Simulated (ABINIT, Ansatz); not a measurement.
**Lattice dynamics of AlBiS3 (Pm-3m) in two programs**

Aim: the phonon dispersion of AlBiS3 (Pm-3m), checked by a second program.

Main program and level: ABINIT 10.8.3; DFT LDA, scalar-relativistic, plane waves, HGH norm-conserving pseudopotentials.

The structure was built from a prototype and need not be the compound's stable phase.

### Step 1. Starting point

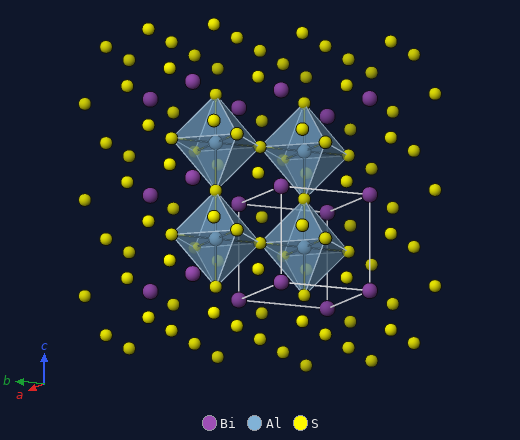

The cell as given, from a free direction (bismuth purple, aluminium light blue, sulfur yellow). 1×2×2 cells are drawn. Some periodic images of atoms are drawn too.

### Step 2. Relaxing the cell and atoms

The harmonic expansion needs vanishing forces, and a free crystal bears no stress, so cell and atoms are brought to rest. Stress is more sensitive to the basis than forces are: the last 3 Ha under the cutoff are smoothed with ecutsm, and the cutoff is raised above that of the later runs.

The starting cell comes from a relaxation made beforehand in Ansatz (LDA, PseudoDojo NC).

relax.abi reads:

```
# relaxation
ionmov 2
optcell 2
dilatmx 1.08
ntime 40
tolmxf 1.0d-05
tolvrs 1.0d-14
prtwf 0
prtden 0
chksymtnons 0

# basis, mesh and filling
ecut 31.0
ecutsm 3.0
ixc 7
ngkpt 6 6 6
nshiftk 1
shiftk 0.0 0.0 0.0
istwfk *1
occopt 7
tsmear 0.01
nband 20
nstep 100
diemac 1000000.0
prtebands 0
prtgsr 0
useylm 1

# cell and atoms
acell 3*1.0 Angstrom
rprim 
    4.566619051 0.0 0.0
    0.0 4.566619051 0.0
    0.0 0.0 4.566619051
ntypat 3
znucl 83 13 16
natom 5
typat 1 2 3 3 3
xred 
    0.0 0.0 0.0
    0.5 0.5 0.5
    0.5 0.5 0.0
    0.5 0.0 0.5
    0.0 0.5 0.5
pp_dirpath "./pseudo"
pseudos "Bi.hgh, Al.hgh, S.hgh"
```

Launch:

```bash
$ OMP_NUM_THREADS=1 mpirun -n 4 abinit relax.abi > relax.log
```

Numbers of over 12 decimals in the logs are rounded to 6 here.

relax.abo, the main output file:

```text
[banners, grids, parts of the stress and lines that vanish by symmetry left out]
- input  file    -> relax.abi
- output file    -> relax.abo
- root for input  files -> relaxi
[...]
Symmetries : space group Pm -3 m (#221); Bravais cP (primitive cubic)
[...]
mpw =        6704          nfft =      110592          nkpt =          20
[...]
== DATASET  1 ==================================================================
[...]
cutoff_energies: {ecut:  31.0, pawecutdg:  -1.0, }
[...]
Exchange-correlation functional for the present dataset will be:
  LDA: Perdew-Wang 92 LSD fit to Ceperley-Alder data - ixc=7
[...]
ETOT  1  -38.068832329907    -3.807E+01 2.789E-02 3.342E+03
 ETOT  2  -38.418988434973    -3.502E-01 1.214E-02 4.007E+02
 ETOT  3  -38.492094892984    -7.311E-02 3.490E-03 1.066E+02
 ETOT  4  -38.500632434280    -8.538E-03 4.414E-03 3.886E+01
 ETOT  5  -38.505846050346    -5.214E-03 1.302E-03 1.545E-01
[...]
At SCF step   12       vres2   =  4.98E-16 < tolvrs=  1.00E-14 =>converged.
[...]
sigma(1 1)= -4.87096134E-06  sigma(3 2)=  0.00000000E+00
  sigma(2 2)= -4.87096134E-06  sigma(3 1)=  0.00000000E+00
  sigma(3 3)= -4.87096134E-06  sigma(2 1)=  0.00000000E+00
[...]
convergence: {deltae:  1.663E-12, res2:  4.984E-16, residm:  2.929E-05, diffor: null, }
etotal    :  -3.85058642E+01
[...]
ETOT  1  -38.505862364158    -3.851E+01 1.712E-05 2.328E-02
[...]
At SCF step    8       vres2   =  5.03E-15 < tolvrs=  1.00E-14 =>converged.
[...]
sigma(1 1)= -3.52140494E-06  sigma(3 2)=  0.00000000E+00
  sigma(2 2)= -3.52140494E-06  sigma(3 1)=  0.00000000E+00
  sigma(3 3)= -3.52140494E-06  sigma(2 1)=  0.00000000E+00
[...]
convergence: {deltae:  7.248E-13, res2:  5.030E-15, residm:  7.112E-06, diffor: null, }
etotal    :  -3.85058654E+01
[...]
ETOT  1  -38.505846077663    -3.851E+01 7.418E-06 1.596E-01
[...]
ETOT  8  -38.505866661509     9.237E-14 6.161E-06 3.000E-14
 ETOT  9  -38.505866661509     0.000E+00 2.999E-06 5.147E-16
 At SCF step    9       vres2   =  5.15E-16 < tolvrs=  1.00E-14 =>converged.
[...]
sigma(1 1)= -7.70032575E-09  sigma(3 2)=  0.00000000E+00
  sigma(2 2)= -7.70032575E-09  sigma(3 1)=  0.00000000E+00
  sigma(3 3)= -7.70032575E-09  sigma(2 1)=  0.00000000E+00
[...]
convergence: {deltae:  0.000E+00, res2:  5.147E-16, residm:  2.999E-06, diffor: null, }
etotal    :  -3.85058667E+01
[...]
At Broyd/MD step   3, gradients are converged :
[...]
sigma(1 1)= -7.70032575E-09  sigma(3 2)=  0.00000000E+00
  sigma(2 2)= -7.70032575E-09  sigma(3 1)=  0.00000000E+00
  sigma(3 3)= -7.70032575E-09  sigma(2 1)=  0.00000000E+00
[...]
- sigma(1 1)= -2.26551405E-04  sigma(3 2)=  0.00000000E+00
- sigma(2 2)= -2.26551405E-04  sigma(3 1)=  0.00000000E+00
- sigma(3 3)= -2.26551405E-04  sigma(2 1)=  0.00000000E+00
[...]
fcart     -0.0000000000E+00 -0.0000000000E+00 -0.0000000000E+00
           strten     -7.7003257510E-09 -7.7003257523E-09 -7.7003257523E-09
================================================================================

[key lines of the parts left out:]
pressure_GPa:   2.2655E-04
Total energy (etotal) [Ha]= -3.85058666615093E+01
```

The job ended after 66 s (4 MPI ranks of Intel Xeon at 2.70GHz, shared host; 4.4 min of CPU time).

Little changed from the start: no atom moved by 0.005 Å and no cell edge by 0.1 %.

Read from the output:

```yaml
volume_per_atom: 19.08 Å³
pressure: 2.27e-4 GPa
gap_on_the_k_mesh: 0 eV
```

### Step 3. Ground state

First-order wavefunctions inherit every error of the ground state, hence the very tight tolvrs. Occupations are smeared.

gs.abi reads:

```
# ground state
tolvrs 1.0d-16
prtden 1
prtwf 1
prtpot 1

# basis, mesh and filling
ecut 24.0
ixc 7
ngkpt 6 6 6
nshiftk 1
shiftk 0.0 0.0 0.0
istwfk *1
occopt 7
tsmear 0.01
nband 20
nstep 100
diemac 1000000.0
prtebands 0
prtgsr 0
useylm 1

# cell and atoms
acell 3*1.0 Angstrom
rprim 
    4.569030356 0.0 0.0
    0.0 4.569030356 0.0
    0.0 0.0 4.569030356
ntypat 3
znucl 83 13 16
natom 5
typat 1 2 3 3 3
xred 
    0.0 0.0 0.0
    0.5 0.5 0.5
    0.5 0.5 0.0
    0.5 0.0 0.5
    0.0 0.5 0.5
pp_dirpath "./pseudo"
pseudos "Bi.hgh, Al.hgh, S.hgh"
```

Launch:

```bash
$ OMP_NUM_THREADS=1 mpirun -n 4 abinit gs.abi > gs.log
```

gs.abo, the main output file:

```text
[banners, grids, parts of the stress and lines that vanish by symmetry left out]
- input  file    -> gs.abi
- output file    -> gs.abo
- root for input  files -> gsi
[...]
Symmetries : space group Pm -3 m (#221); Bravais cP (primitive cubic)
[...]
mpw =        3695          nfft =       64000          nkpt =          20
[...]
== DATASET  1 ==================================================================
[...]
cutoff_energies: {ecut:  24.0, pawecutdg:  -1.0, }
[...]
Exchange-correlation functional for the present dataset will be:
  LDA: Perdew-Wang 92 LSD fit to Ceperley-Alder data - ixc=7
[...]
ETOT  1  -38.075632588762    -3.808E+01 2.896E-02 1.926E+03
 ETOT  2  -38.416180334793    -3.405E-01 1.789E-02 2.312E+02
 ETOT  3  -38.488968655669    -7.279E-02 1.614E-03 6.213E+01
 ETOT  4  -38.497538033804    -8.569E-03 2.074E-03 2.279E+01
 ETOT  5  -38.502830827920    -5.293E-03 5.448E-04 9.095E-02
[...]
ETOT 12  -38.502849204120    -1.293E-12 3.090E-04 5.946E-16
 ETOT 13  -38.502849204118     1.542E-12 7.625E-05 1.605E-18
 At SCF step   13       vres2   =  1.61E-18 < tolvrs=  1.00E-16 =>converged.
[...]
sigma(1 1)=  2.11214846E-05  sigma(3 2)=  0.00000000E+00
  sigma(2 2)=  2.11214846E-05  sigma(3 1)=  0.00000000E+00
  sigma(3 3)=  2.11214846E-05  sigma(2 1)=  0.00000000E+00
[...]
convergence: {deltae:  1.542E-12, res2:  1.605E-18, residm:  7.625E-05, diffor: null, }
etotal    :  -3.85028492E+01
[...]
sigma(1 1)=  2.11214846E-05  sigma(3 2)=  0.00000000E+00
  sigma(2 2)=  2.11214846E-05  sigma(3 1)=  0.00000000E+00
  sigma(3 3)=  2.11214846E-05  sigma(2 1)=  0.00000000E+00
[...]
- sigma(1 1)=  6.21415530E-01  sigma(3 2)=  0.00000000E+00
- sigma(2 2)=  6.21415530E-01  sigma(3 1)=  0.00000000E+00
- sigma(3 3)=  6.21415530E-01  sigma(2 1)=  0.00000000E+00
[...]
fcart     -0.0000000000E+00 -0.0000000000E+00 -0.0000000000E+00
           strten      2.1121484558E-05  2.1121484558E-05  2.1121484558E-05
================================================================================

[key lines of the parts left out:]
pressure_GPa:  -6.2142E-01
```

It took 16 s on 4 MPI ranks; 61 s of CPU time.

Read from the output:

- pressure: -0.6214 GPa

The cell stands at -0.62 GPa: the relaxation ran with a smoothed and higher cutoff, and the difference is a stress of the finite basis.

(Continued in part 2 of 4.)

[Host names and launcher messages were left out of these logs when they were recorded.]

[Logs are printed without paths, hosts, clocks, repeated set-up lines and the standing remarks that a program may print on its own settings, such as how far it seeks lower states.]

[Hosts, paths, dates, database ids (printed as entryN), source tags and the programs' standing remarks are cut or masked in the printed files.]
